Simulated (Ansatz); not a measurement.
System: CHBrFSi (SMILES [CH+]=[Si](F)Br) (charge +1, triplet).

```tsv
atom	x (Å)	y (Å)	z (Å)
C	-1.3141	1.9251	-2.9882
Br	-3.5599	-0.6967	-2.7940
F	-3.3320	1.8969	-0.9914
Si	-2.6909	1.1451	-2.2213
H	-0.4974	2.0561	-3.7029
```

Geometry: B3LYP-D3(BJ)/def2-SVP.

Method: isolated molecule in a Gaussian basis; Kohn-Sham density functional theory, functional PBE0 (Ansatz).

Predict the electron density, electron localisation function and spin density between the atoms.

Answer. Si–F (1.58 Å): ρ at the midpoint is about 1.3 e/Å³; the ELF peaks at about 0.85 in the valence shell of F, 0.6 Å from its nucleus, and is about 0.55 at the midpoint.
C–Si (1.76 Å): ρ is about 1.1 e/Å³ halfway; the ELF peaks at about 0.95 between the atoms: localised, covalent bonding.
Si–Br (2.12 Å): ρ at the midpoint is about 0.93 e/Å³; the ELF peaks at about 0.85 between the atoms: a short, strongly polar bond.
C–H (1.09 Å): ρ at the midpoint is about 2.1 e/Å³; the ELF climbs to about 1 towards the hydrogen, as it does in any bond to H (a covalent bond by its length).
The unpaired spin (2 electrons) lies mostly on C1 (about 1.5), Si4 (about 0.3) and Br2 (about 0.1), in electrons by Hirshfeld's partition.

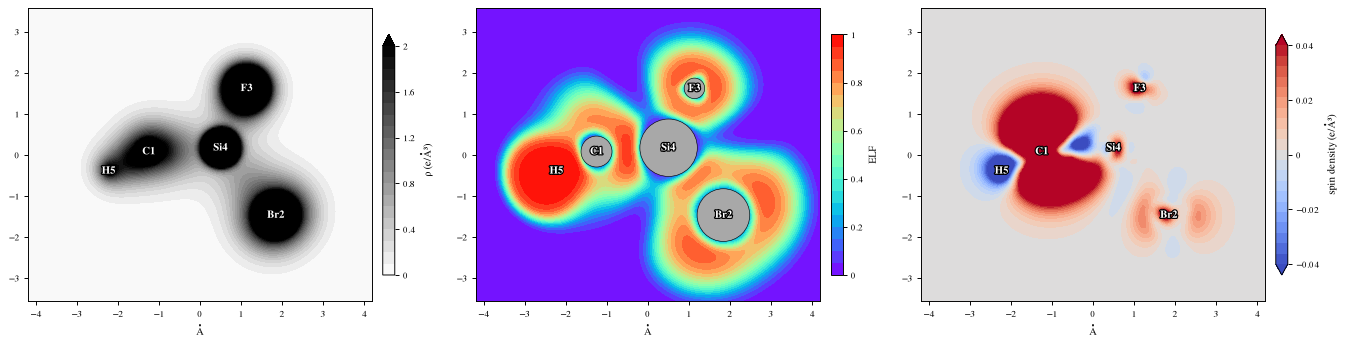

Computed electron density, electron localisation function and spin density on the molecular plane, in this order. Grey discs cover the atomic cores in the ELF map. 
